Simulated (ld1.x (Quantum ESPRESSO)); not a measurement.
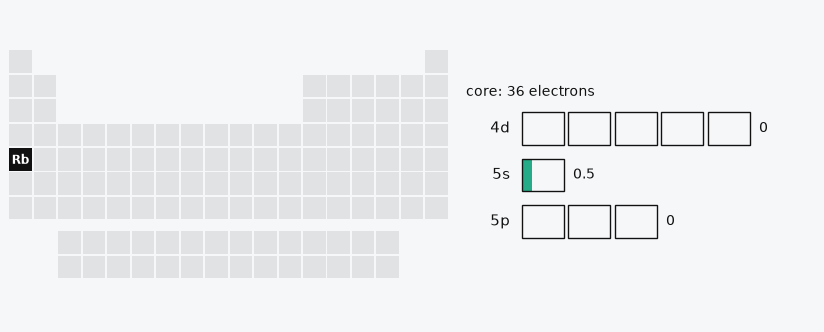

**Figure 1.** Left, the place of rubidium in the periodic table; right, the valence shells of the reference configuration: a box for each of the 2l + 1 orbitals, shaded by the share of the shell that is filled, with the electron count at the right.

# Rb: pseudopotential generation

- system: rubidium (Rb, Z = 37), core [Kr], reference valence 4d0 5s0.5 5p0 (an ion of charge +0.5), valence charge 1.
- method: RRKJ potential, PBE, scalar-relativistic, made with ld1.x (Quantum ESPRESSO) 7.5

## The input
```
 &input
   title='Rb', zed=37., rel=1, dft='PBE', iswitch=3,
   config='[Kr] 4d0 5s0.5 5p0',
   nld=3, rlderiv=3.85, eminld=-2.0, emaxld=5.0, deld=0.02
 /
 &inputp
   pseudotype=2, tm=.false., lloc=0,
   nlcc=.false.,
   file_pseudopw='Rb.UPF', file_wfcaegen='ae.wfc', file_wfcncgen='nc.wfc', file_beta='beta', file_chi='chi'
 /
3
5P  2  1   0.00   0.00  3.20  3.20  0.0
4D  3  2   0.00   0.00  3.55  3.55  0.0
5S  1  0   0.50   0.00  1.85  1.85  0.0
 &test
   configts(1)='4d0 5s0.5 5p0'
 /
```

Hardware: 1 CPU thread, shared host.

Command:
```bash
ld1.x < Rb.in > Rb.out
```

## The program's output
```
     Program LD1 v.7.5
     --------------------------- All-electron run ----------------------------

     Rb
     scalar relativistic calculation

     atomic number is 37.00
     dft =PBE   lsd =0 sic =0 latt =0  beta=0.20 tr2=1.0E-14
     Exchange-correlation= PBE
                           (   1   4   3   4   0   0   0)
     mesh =1219 r(mesh) = 100.89517 a.u. xmin = -7.00 dx = 0.01250
     1 Ry =  13.60569312 eV, c = 137.03599908

     n l     nl                  e(Ry)          e(Ha)          e(eV)
     1 0     1S 1( 2.00)     -1105.1624      -552.5812    -15036.5009
     2 0     2S 1( 2.00)      -147.7997       -73.8999     -2010.9176
     2 1     2P 1( 6.00)      -131.0425       -65.5213     -1782.9246
     3 0     3S 1( 2.00)       -22.0995       -11.0498      -300.6795
     3 1     3P 1( 6.00)       -16.7249        -8.3625      -227.5539
     4 0     4S 1( 2.00)        -2.5397        -1.2699       -34.5550
     4 1     4P 1( 6.00)        -1.3677        -0.6839       -18.6088
     3 2     3D 1(10.00)        -7.8380        -3.9190      -106.6414
     4 2     4D 1( 0.00)        -0.1210        -0.0605        -1.6468
     5 0     5S 1( 0.50)        -0.3029        -0.1515        -4.1214
     5 1     5P 1( 0.00)        -0.1652        -0.0826        -2.2480

     final scf error:  7.1E-15 reached in  37 iterations

     Etot =   -5962.281266 Ry,   -2981.140633 Ha,  -81120.969215 eV

     Ekin =    6106.365069 Ry,    3053.182535 Ha,   83081.329228 eV
     Encl =  -14361.945020 Ry,   -7180.972510 Ha, -195404.216590 eV
     Eh   =    2494.526150 Ry,    1247.263075 Ha,   33939.757290 eV
     Exc  =    -201.227465 Ry,    -100.613733 Ha,   -2737.839143 eV

     normalization and overlap integrals

     s(1S/1S) =  1.000000  <r> =   0.0403  <r2> =    0.0022  r(max) =   0.0264
     s(2S/2S) =  1.000000  <r> =   0.1778  <r2> =    0.0373  r(max) =   0.1498
     s(2P/2P) =  1.000000  <r> =   0.1551  <r2> =    0.0294  r(max) =   0.1196
     s(3S/3S) =  1.000000  <r> =   0.5105  <r2> =    0.2994  r(max) =   0.4500
     s(3P/3P) =  1.000000  <r> =   0.5187  <r2> =    0.3145  r(max) =   0.4444
     s(4S/4S) =  1.000000  <r> =   1.4549  <r2> =    2.4144  r(max) =   1.2543
     s(4P/4P) =  1.000000  <r> =   1.7222  <r2> =    3.4433  r(max) =   1.4213
     s(3D/3D) =  1.000000  <r> =   0.5253  <r2> =    0.3382  r(max) =   0.3922
     s(4D/4D) =  1.000000  <r> =   5.2034  <r2> =   34.5064  r(max) =   3.4959
     s(5S/5S) =  1.000000  <r> =   4.7824  <r2> =   26.0964  r(max) =   4.0112
     s(5P/5P) =  1.000000  <r> =   6.5053  <r2> =   48.2159  r(max) =   5.5516

     ------------------------ End of All-electron run ------------------------

     --------------------- Generating NC pseudopotential ---------------------

      Generating local pot.: lloc=0, matching radius rcloc =   1.8500
     Message from routine compute phi:
     negative determinant

      ld=   0.779708 f2ae  0.101546 faenor  0.046826
           1        1220        1219   100.89517305907933

 %%%%%%%%%%%%%%%%%%%%%%%%%%%%%%%%%%%%%%%%%%%%%%%%%%%%%%%%%%%%%%%%%%%%%%%%%%%%%%
     Error in routine compute_chi (1):
     n is too large
 %%%%%%%%%%%%%%%%%%%%%%%%%%%%%%%%%%%%%%%%%%%%%%%%%%%%%%%%%%%%%%%%%%%%%%%%%%%%%%

     stopping ...
```

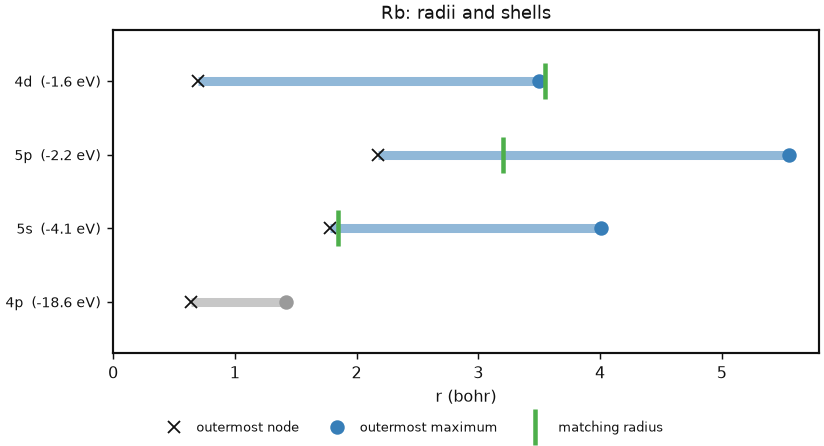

**Figure 2.** Outer shells of the all-electron reference atom: each bar runs from the outermost node (or the nucleus) to the outermost maximum of u(r); the tick is the radius chosen for the pseudo-wave. Shells without a tick have no pseudo-wave of their own. Levels, nodes and maxima are from ld1.x, scalar-relativistic.

- Radii against the shells: 5s: 1.85 bohr, between node and maximum; 5p: 3.20 bohr, between node and maximum; 4d: 3.55 bohr, outside the maximum.

## Outcome

```
quantity                value
 outcome  ended with an error
```

## What went wrong

The generator stopped with the message “compute_chi: n is too large”. In words: the routine that builds χ = (ε − T − V_loc)φ ran off the radial mesh.
